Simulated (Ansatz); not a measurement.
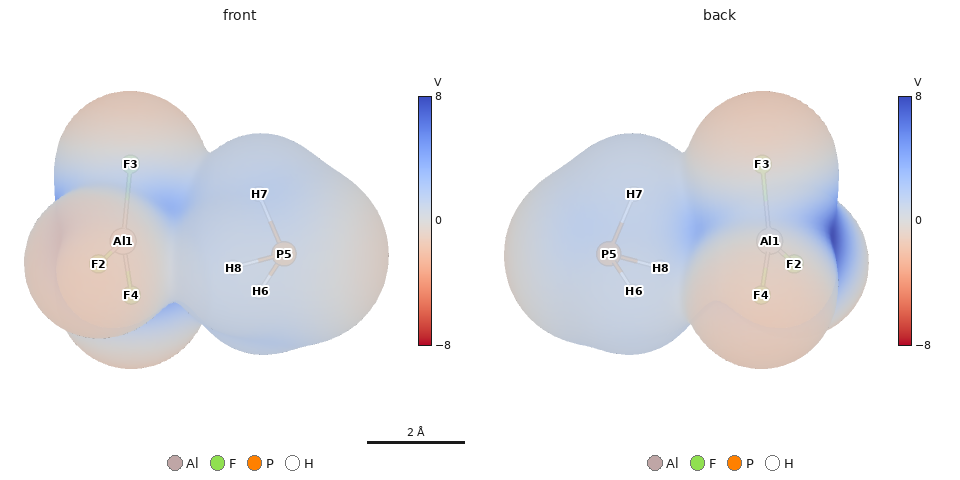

AlF3···PH3. The electrostatic potential painted on the density surface at 0.002 e/bohr³, seen from the front and from behind; red is negative and blue positive.

These are results of RHF/def2-SVP in Ansatz, not measurements.

The calculation's input:

```
crystal:
  periodic: [false, false, false]
  atoms:
    - { symbol: Al, position_ang: [0.015495, 0.159863, 0.010425] }
    - { symbol: F, position_ang: [-0.106036, 0.377211, 1.653245] }
    - { symbol: F, position_ang: [1.477061, 0.231821, -0.708947] }
    - { symbol: F, position_ang: [-1.339302, 0.003802, -0.883597] }
    - { symbol: P, position_ang: [0.192526, -3.07132, 1.283436] }
    - { symbol: H, position_ang: [-0.702822, -2.923686, 0.197377] }
    - { symbol: H, position_ang: [1.366757, -2.830288, 0.534351] }
    - { symbol: H, position_ang: [0.053822, -1.747004, 1.775311] }
basis:
  gaussian: { orbitals: def2-SVP }
hamiltonian:
  xc: hf
relax:
  f_tol: 0.03
  max_steps: 50
output:
  orbitals: {}
```

Launched as:

```sh
ansatz run input.yaml --threads 1 --pin off --max-ram 2048MiB --backend cpu --events-out ev --progress --plain --runs-dir out
```

The fields are those of the run's last geometry, not of the input's.

Question: Describe the electrostatic potential map.

Answer: The most negative region (about −1.3 V, or −30 kcal/mol for a unit charge) lies over F2, F3 and F4, the most positive (about +6.7 V, or +155 kcal/mol for a unit charge) over Al1.
